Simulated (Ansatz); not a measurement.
The calculation's input:

```
crystal:
  periodic: [false, false, false]
  atoms:
    - {symbol: C, position_ang: [-0.977218, 1.430226, 1.167906]}
    - {symbol: Al, position_ang: [-0.130825, 0.231450, 2.460533]}
    - {symbol: "N", position_ang: [-1.552126, 2.150689, 0.455061]}
    - {symbol: H, position_ang: [1.303730, -0.326754, 2.047570]}
basis:
  gaussian: {orbitals: def2-TZVPD}
magnetization: {spin_polarized: true, initial_magnetization: 1}
hamiltonian: {xc: {name: PBE0}}
output: {forces: true, orbitals: {seedname: orbitals}}
```

Run with:

```sh
ansatz run input.yaml --threads 1 --pin off --max-ram 2610MiB --events-out events.jsonl --progress --plain --runs-dir runs
```

Geometry: B3LYP-D3(BJ)/def2-SVP.

The calculation used isolated molecule in a Gaussian basis; Kohn-Sham density functional theory, functional PBE0 (Ansatz 0.2.0).

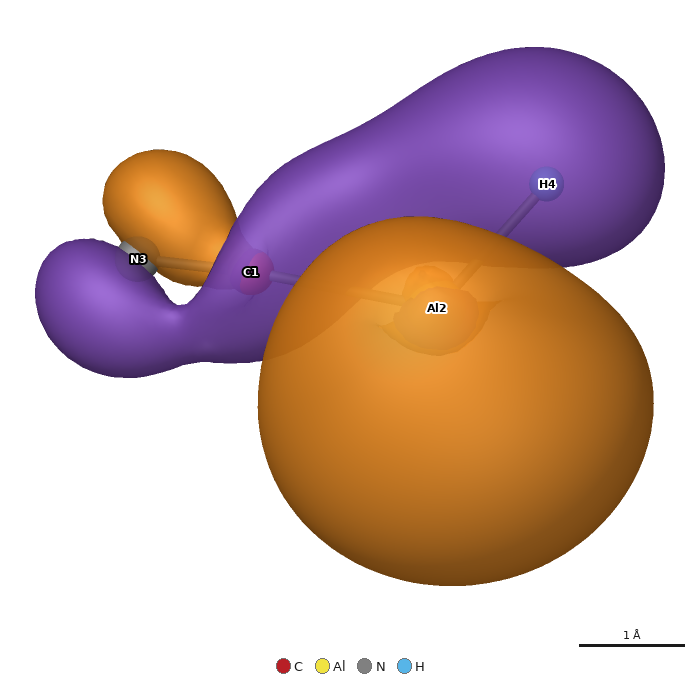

CHAlN (SMILES N#[C][AlH]) (doublet). One frontier orbital at ±0.06 Å⁻³ᐟ² (orange and purple are the two phases), seen at a tilt.

**Which orbital is it: HOMO (α) or LUMO (α)?**

The HOMO (α), at −6.60 eV. Its weight (Hirshfeld) is mainly on Al2 (about 80 %), H4 (about 10 %) and C1 (about 5 %); it is symmetric in the molecular plane (an in-plane orbital: σ, lone-pair or in-plane π type).
